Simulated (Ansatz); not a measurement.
```yaml
atoms:
  - { symbol: Ru, position_ang: [0.1530, -0.6859, -1.2954] }
  - { symbol: Ru, position_ang: [0.2980, 1.4436, 0.0194] }
  - { symbol: Ru, position_ang: [0.9209, -0.8727, 0.7503] }
  - { symbol: Ru, position_ang: [-1.3718, 0.1151, 0.5257] }
```

Geometry: PBE0-D4/def2-SVP; core potentials replace the inner electrons of Ru.

These are results of Ansatz 0.2.0, RKS PBE0-D4/def2-TZVP, not measurements.

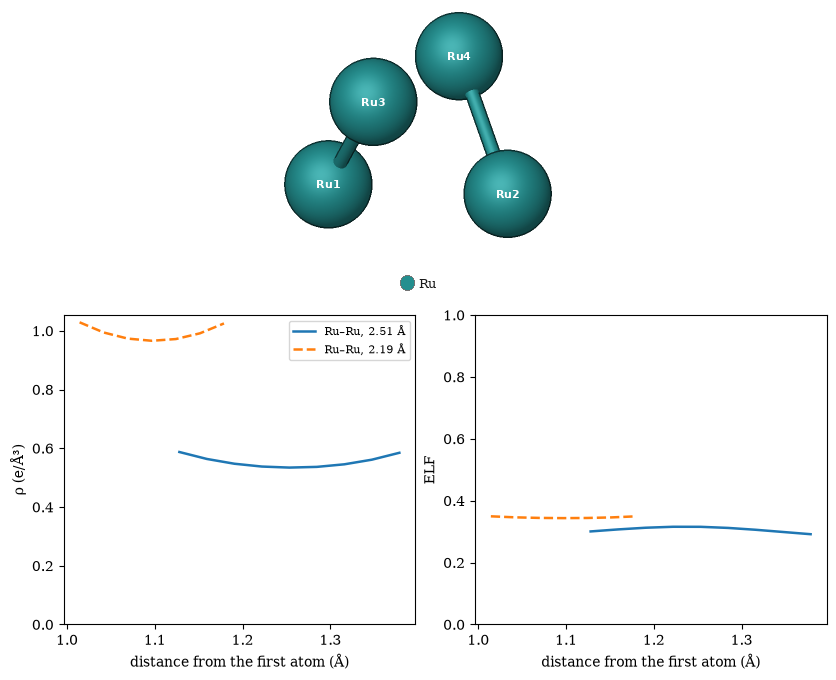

Ru2···Ru2. Electron density and electron localisation function along straight lines between neighbouring atoms. The curves leave out the atomic cores. The structure is drawn too.

**Compare the contacts.**

Ru3···Ru4 (2.51 Å): the density falls to about 0.53 e/Å³ on the way; the ELF is about 0.30 at the midpoint.
Ru–Ru (2.19 Å): ρ is about 0.97 e/Å³ halfway; the ELF is about 0.35 at the midpoint.
